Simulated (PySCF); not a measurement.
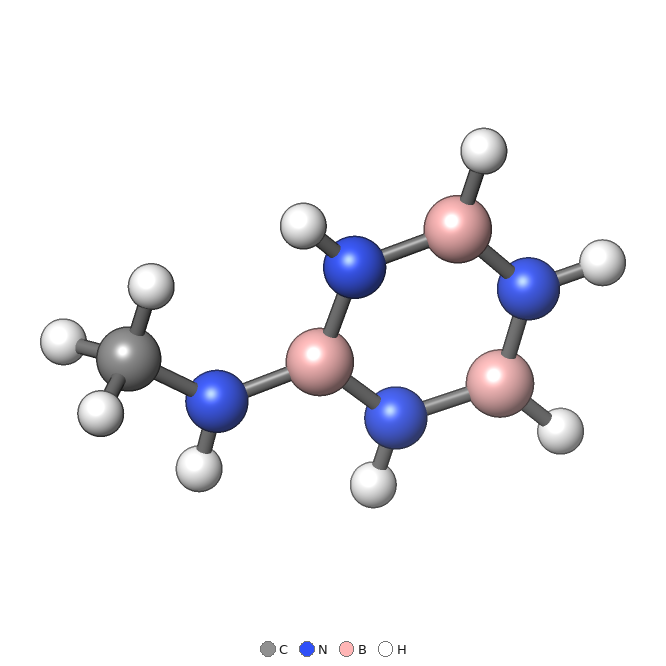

Rendered structure (ball-and-stick style). Every bond is drawn as one stick, whatever its order.

The geometry was computed by an optimisation with GFN2-xTB. No frequency run is at hand to confirm it as a minimum.

Count the atoms of each element.

CH₉B₃N₄, 17 atoms: 1 carbon, 9 hydrogen, 3 boron and 4 nitrogen.

Describe its rings.

Independent rings (smallest set): 1 of 6 members.

More results for the same structure follow; atom numbers are the same in all pictures, views and colours differ.

### Symmetry

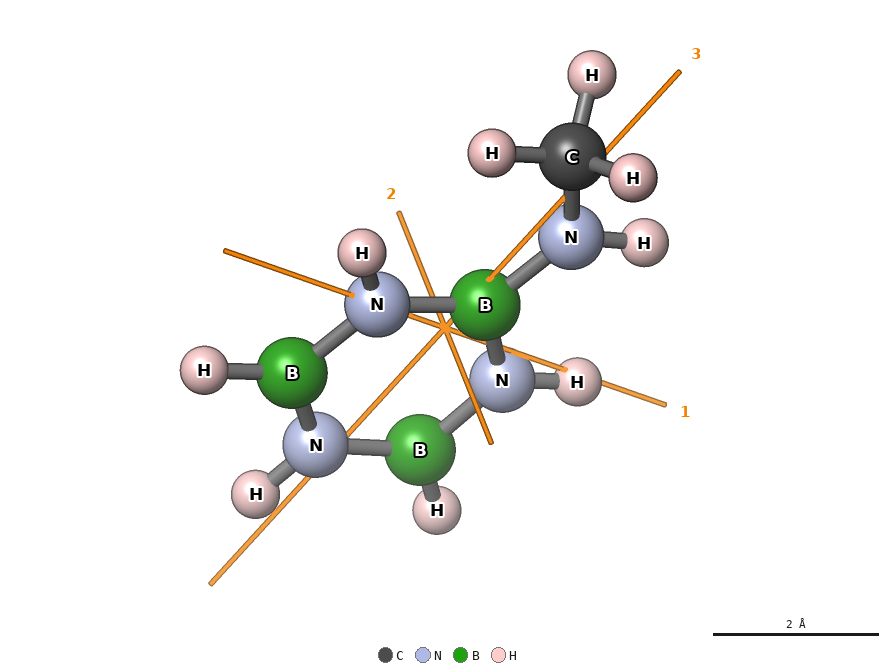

The three principal axes of inertia are drawn and numbered. Depth is shown by fading: the farther an atom, the more it takes the colour of the background. No frequency run is at hand to confirm it as a minimum. Masses are those of the most abundant isotopes; constants are for the rigid equilibrium geometry.

Which line is the a axis (least moment of inertia), which b and which c?

a is line 3, b is line 1, c is line 2; the moments are 106, 359, 462 u Å².

Classify the rotor and give the rotational constants (cm⁻¹).

An asymmetric top (Cs): A = 0.159, B = 0.0469, C = 0.0365 cm⁻¹. Ray's parameter κ is −0.83, nearer the prolate limit.

### Charges

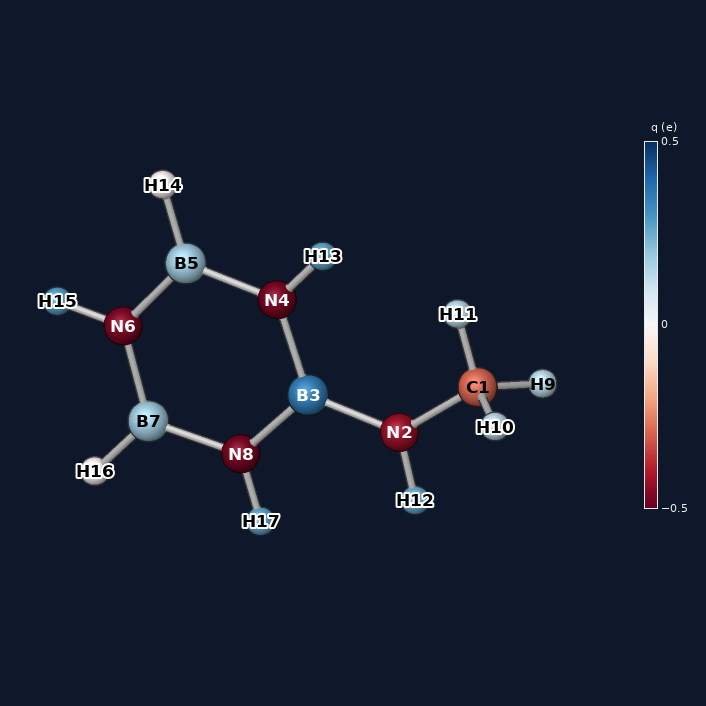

Atoms are coloured by their IAO charges. No frequency run is at hand to confirm it as a minimum. Properties computed with PBE0/pcSseg-1, gas phase (PySCF 2.14.0).

Which atom carries the highest charge (most positive or least negative)?

B3 (0.34 e).

And the lowest?

N4, N6, N8 (−0.47 e).

Give the IAO charges atom by atom.

| atom | value (e) |
| --- | --- |
| C1 | −0.29 |
| N2 | −0.43 |
| B3 | 0.34 |
| N4 | −0.47 |
| B5 | 0.18 |
| N6 | −0.47 |
| B7 | 0.17 |
| N8 | −0.47 |
| H9 | 0.14 |
| H10 | 0.14 |
| H11 | 0.14 |
| H12 | 0.25 |
| H13 | 0.26 |
| H14 | −0.01 |
| H15 | 0.27 |
| H16 | −0.01 |
| H17 | 0.26 |

### Dipole moment

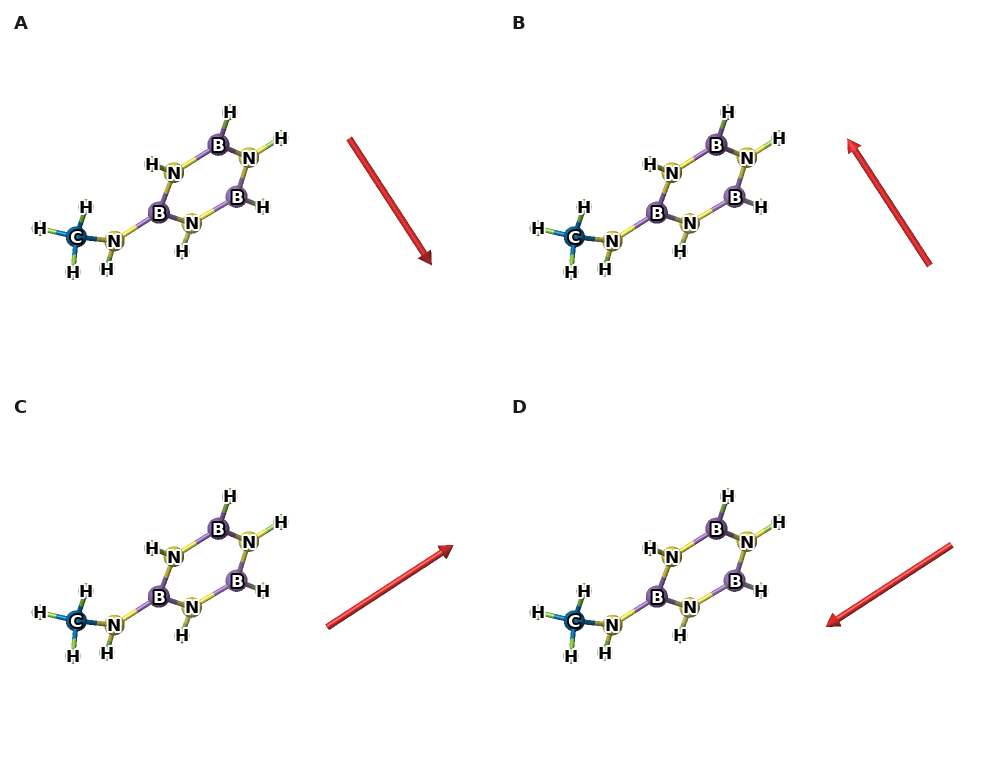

The same molecule four times, each with an arrow. No frequency run is at hand to confirm it as a minimum. Properties computed with PBE0/def2-SVPD, gas phase (PySCF 2.14.0).

Which arrow points along the dipole moment, from the negative to the positive end?

D. The dipole moment is 2.02 D.

### Polarisability

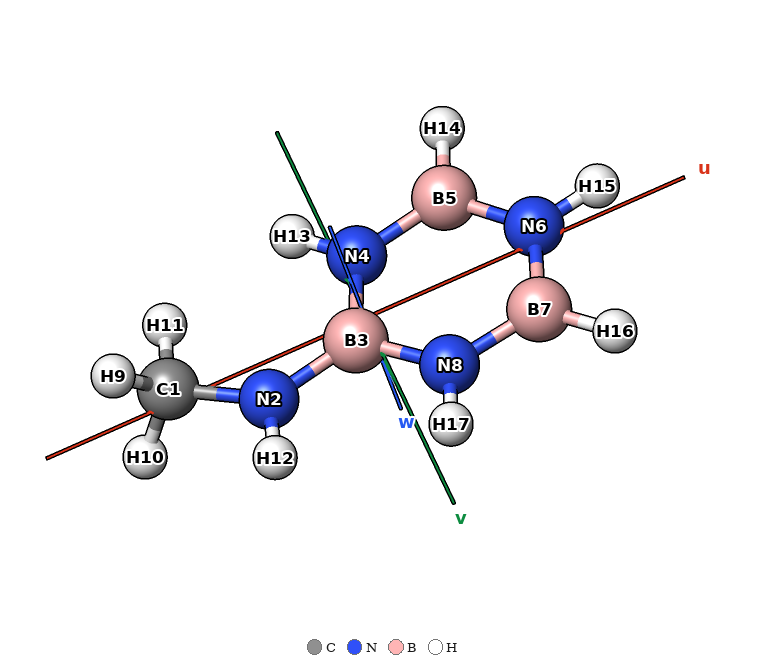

The lines u, v and w are the principal axes of the static dipole polarisability. No frequency run is at hand to confirm it as a minimum. Method: PBE0/def2-SVPD (PySCF 2.14.0).

Along which axis is the molecule most polarisable, and along which least?

Most along u (close to the long direction C1···N6), least along w.

Give the three principal values.

u 104.3, v 83.6, w 57.0 bohr³; mean 81.6, anisotropy 41.0 bohr³.

The geometry is semi-empirical. Around B such bond lengths and angles can be off by a tenth of an ångström or more and by several degrees, and values that hang on the shape move with them.
